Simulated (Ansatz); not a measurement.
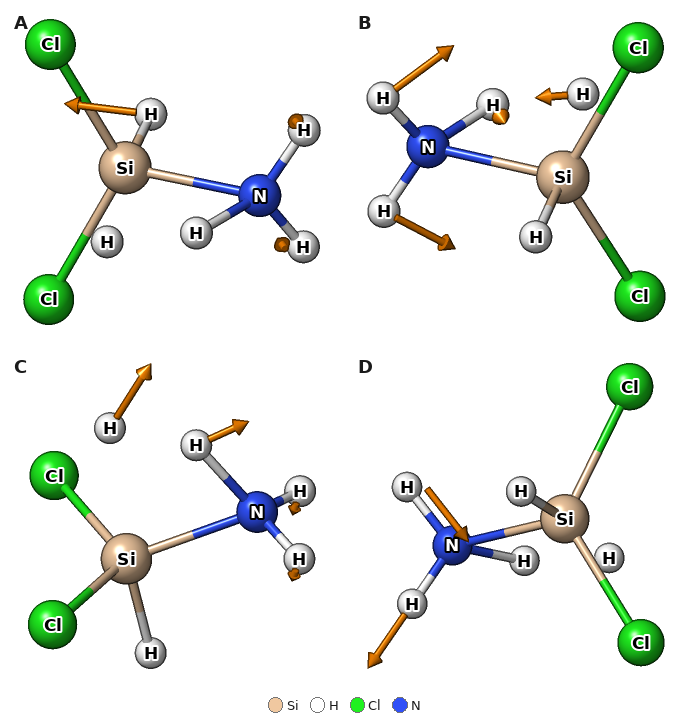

4 normal modes of one molecule or complex, as arrows. Harmonic vibrations computed with RKS PBE0-D4/def2-SVP (Ansatz 0.2.0) at a stationary point of the same level. It is a saddle point of order 1.

Question: Match the panels to the wavenumbers 597 cm⁻¹, 930 cm⁻¹, 1491 cm⁻¹, 3611 cm⁻¹.

Answer: A: 930 cm⁻¹, angle bending
B: 1491 cm⁻¹, H–N–H bending
C: 597 cm⁻¹
D: 3611 cm⁻¹, out-of-phase stretching of 2 N–H bonds
